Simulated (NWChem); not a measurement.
# One shape, several levels: CuCl (cuprous chloride)

We compute a comparison of 6 runs (HF/def2-SVP, PBE0/def2-SVP, TPSS/def2-SVP, BLYP/6-31G*, PBE0/6-31G*, CAM-B3LYP/def2-TZVP) of CuCl (cuprous chloride). 

The calculation is run with NWChem 7.3.0.

3 further runs of the same task are left out: 3 that didn't finish.

## (1) The structure to begin with

The species is CuCl (2 atoms), meant as a singlet with charge 0. SMILES: `[Cl][Cu]`. The shape is that of a PBE0-D4/def2-TZVP optimisation.

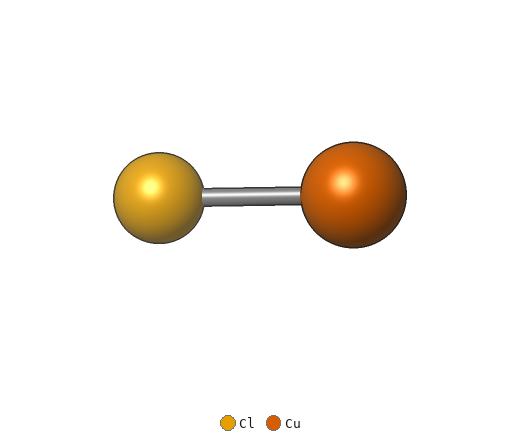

The structure, seen from a chosen angle (chlorine amber, copper orange).

## (2) Energy and forces at HF/def2-SVP (run 1)

Contents of mymol.nw:

```
start mymol
title "ClCu"
memory 2200 mb

geometry units angstroms noautosym nocenter noautoz
 Cl     0.898300    -0.345200     0.446400
 Cu    -0.868800     0.285000    -0.442400
end

basis spherical bse
 * library def2-SVP
end

scf
 thresh 1e-08
 maxiter 80
end

task scf gradient
```

The run is started by

```
nwchem mymol.nw > mymol.out
```

What it wrote:

```text
[...]
  functions       =    49
[...]
  wavefunction    = RHF
[...]
         Total SCF energy =  -2098.100488850302
      One-electron energy =  -3176.877945511593
      Two-electron energy =    953.110370267810
 Nuclear repulsion energy =    125.667086393481
        Time for solution =      7.2s
[...]
                         RHF ENERGY GRADIENTS
    atom               coordinates                        gradient
                 x          y          z           x          y          z
   1 Cl      1.697541  -0.652333   0.843574   -0.022146   0.007898  -0.011139
   2 Cu     -1.641794   0.538572  -0.836015    0.022146  -0.007898   0.011139
[...]
```

It took 9.6 s on 1 thread of Intel Xeon Platinum 8488C (Sapphire Rapids), shared host; peak memory 0.1 GiB.

## (3) Energy and gradient at PBE0/def2-SVP (run 2)

Contents of clcu.nw:

```
echo
start clcu
title "ClCu"
memory 2200 mb
charge 0
geometry noautosym nocenter noautoz
  Cl    0.898300   -0.345200    0.446400
  Cu   -0.868800    0.285000   -0.442400
end
basis spherical bse
  * library def2-SVP
end
dft
  xc pbe0
  grid xfine
  convergence energy 1e-08
  iterations 100
  mulliken
  print low
end
task dft gradient
```

The run is started by

```
nwchem clcu.nw > clcu.out
```

What it wrote:

```text
[...]
 d= 0,ls=0.0,diis     1  -2099.8341299776 -2.23D+03  4.88D-02  1.68D+00     0.9
[...]
 d= 0,ls=0.0,diis    10  -2099.9665166385 -1.36D-09  1.26D-06  2.33D-09     6.0
         Total DFT energy =    -2099.966516638504
      One electron energy =    -3174.531084108232
           Coulomb energy =     1044.052563108771
    Exchange-Corr. energy =      -95.155082032523
 Nuclear repulsion energy =      125.667086393481
[...]
      Total Density - Mulliken Population Analysis
     ---------------------------------------------
    Atom       Charge   Shell Charges
 -----------   ------   -------------------------------------------------------
    1 Cl  17    17.37   2.00  1.99  1.23  0.72  5.93  2.11  3.37  0.02
    2 Cu  29    28.63   2.00  2.00  2.00  0.58 -0.03  6.00  6.00  0.21  7.90  1.98  0.00
[...]
                         DFT ENERGY GRADIENTS
    atom               coordinates                        gradient
                 x          y          z           x          y          z
   1 Cl      1.697541  -0.652333   0.843574   -0.001690   0.000603  -0.000850
   2 Cu     -1.641794   0.538572  -0.836015    0.001690  -0.000603   0.000850
 Task  times  cpu:        7.5s     wall:        7.5s
 Total times  cpu:        7.5s     wall:        7.5s
```

Run time: 8.1 s. Hardware: 1 thread of Intel Xeon Platinum 8488C (Sapphire Rapids), shared host; peak memory 0.12 GiB.

## (4) Energy and gradient at TPSS/def2-SVP (run 3)

Contents of mol.nw:

```
start mol
title "ClCu"
memory total 2200 mb

geometry noautosym nocenter noautoz
Cl     0.898300    -0.345200     0.446400
Cu    -0.868800     0.285000    -0.442400
end

basis spherical bse
* library def2-SVP
end

dft
xc xtpss03 ctpss03
grid xfine
convergence energy 1e-08
iterations 100
mulliken
print low
end

task dft gradient
```

The run is started by

```
nwchem mol.nw > mol.out
```

What it wrote:

```text
[...]
 d= 0,ls=0.0,diis     1  -2100.2552721450 -2.23D+03  3.03D-01  1.91D+00     1.0
[...]
 d= 0,ls=0.5,diis    56  -2100.4098227449 -9.85D-09  2.01D-06  1.49D-07    38.4
         Total DFT energy =    -2100.409822752112
      One electron energy =    -3173.217559654754
           Coulomb energy =     1042.660255718343
    Exchange-Corr. energy =      -95.519605209182
 Nuclear repulsion energy =      125.667086393481
[...]
      Total Density - Mulliken Population Analysis
     ---------------------------------------------
    Atom       Charge   Shell Charges
 -----------   ------   -------------------------------------------------------
    1 Cl  17    17.33   2.00  1.99  1.24  0.71  5.93  2.12  3.32  0.02
    2 Cu  29    28.67   2.00  2.00  2.00  0.67 -0.02  6.00  6.00  0.20  7.85  1.97  0.00
[...]
                         DFT ENERGY GRADIENTS
    atom               coordinates                        gradient
                 x          y          z           x          y          z
   1 Cl      1.697541  -0.652333   0.843574   -0.000234   0.000083  -0.000118
   2 Cu     -1.641794   0.538572  -0.836015    0.000234  -0.000083   0.000118
 Task  times  cpu:       40.8s     wall:       40.8s
 Total times  cpu:       40.8s     wall:       40.8s
```

Wall time 41 s (1 thread of Intel Xeon Platinum 8488C (Sapphire Rapids), shared host); peak memory 0.12 GiB.

Runs 4 to 5 aren't shown in full; the table further down has their settings and results.

## (5) Energy and gradient at CAM-B3LYP/def2-TZVP (run 6)

Contents of geom.nw:

```
start geom
title "ClCu"
memory stack 880 mb heap 220 mb global 1100 mb

geometry units angstroms noautosym nocenter noautoz
Cl       0.898300      -0.345200       0.446400
Cu      -0.868800       0.285000      -0.442400
end

basis "ao basis" spherical bse
* library def2-TZVP
end

dft
xc xcamb88 1.00 lyp 0.81 vwn_5 0.19 hfexch 1.00
cam 0.33 cam_alpha 0.19 cam_beta 0.46
mult 1
grid xfine
convergence energy 1e-08
direct
maxiter 100
mulliken
end

task dft gradient
```

The run is started by

```
nwchem geom.nw > geom.out
```

What it wrote:

```text
[...]
          Wavefunction type:  closed shell.
          No. of atoms     :     2
          No. of electrons :    46
[...]
          Charge           :     0
          Spin multiplicity:     1
[...]
          AO basis - number of functions:    82
[...]
              XC Information
              --------------
                     Hartree-Fock (Exact) Exchange  1.000
                   CAM-Becke88 Exchange Functional  1.000
                      VWN V Correlation Functional  0.190 local
              Lee-Yang-Parr Correlation Functional  0.810
[...]
 d= 0,ls=0.0,diis     1  -2100.7285150465 -2.23D+03  2.01D-02  3.07D+00     3.4
[...]
 d= 0,ls=0.0,diis    13  -2100.8878625534 -6.90D-10  1.66D-07  3.42D-10    37.8
         Total DFT energy =    -2100.887862553400
      One electron energy =    -3174.205738779801
           Coulomb energy =     1043.278758400697
    Exchange-Corr. energy =      -95.627968567777
 Nuclear repulsion energy =      125.667086393481
[...]
      Total Density - Mulliken Population Analysis
     ---------------------------------------------
    Atom       Charge   Shell Charges
 -----------   ------   -------------------------------------------------------
    1 Cl  17    17.45   2.01  0.43  1.53  1.12  0.84  4.19  1.66  1.15  2.73  1.76  0.01  0.02  0.00
    2 Cu  29    28.55   2.00  2.00  1.21  0.78  0.44  0.02  5.99  4.81  1.20  0.18  5.48  3.06  1.29  0.09  0.00
[...]
  wavefunction    = closed shell
[...]
                         DFT ENERGY GRADIENTS
    atom               coordinates                        gradient
                 x          y          z           x          y          z
   1 Cl      1.697541  -0.652333   0.843574   -0.000411   0.000147  -0.000207
   2 Cu     -1.641794   0.538572  -0.836015    0.000411  -0.000147   0.000207
[...]
```

Run time: 55 s. Hardware: 1 thread of Intel Xeon Platinum 8488C (Sapphire Rapids), shared host; peak memory 0.13 GiB.

## (6) Overview of the runs

```
run                              level  iteration cap  module   energy (Eh)  dipole moment (D)  HOMO energy (eV)  LUMO energy (eV)  wall time
  1                        HF/def2-SVP             80     scf  -2098.100489               6.54            -10.01              0.22      9.6 s
  2                      PBE0/def2-SVP            100     dft  -2099.966517                  –                 –                 –      8.1 s
  3                      TPSS/def2-SVP            100     dft  -2100.409823                  –                 –                 –       41 s
  4  BLYP/6-31G* (spherical functions)            100     dft  -2100.463846               4.19             -4.09             -3.76       16 s
  5  PBE0/6-31G* (spherical functions)            100     dft  -2099.989786               5.39             -6.30             -2.63       55 s
  6                CAM-B3LYP/def2-TZVP            100     dft  -2100.887863               5.27             -8.82             -2.04       55 s
```

## (7) Summary of results

| quantity | value |
| --- | --- |
| run 6: total energy | -2100.88786 Eh |
| run 6: dipole moment | 5.27 D |
| run 6: HOMO energy | -8.82 eV |
| run 6: LUMO energy | -2.04 eV |
| run 6: HOMO–LUMO gap | 6.78 eV |
| run 6: largest force on an atom | 0.025 eV/Å |

What this shows: Over runs 1, 4, 5, 6 the dipole moment (its size) runs from 4.19 D (BLYP/6-31G*) to 6.54 D (HF/def2-SVP). The two ends differ in method and basis. Over runs 1, 4, 5, 6 the HOMO–LUMO gap runs from 0.33 eV (BLYP/6-31G*) to 10.23 eV (HF/def2-SVP). Totals of different functionals can't be ranked against each other. All runs together took 3.1 min, the longest 55 s.
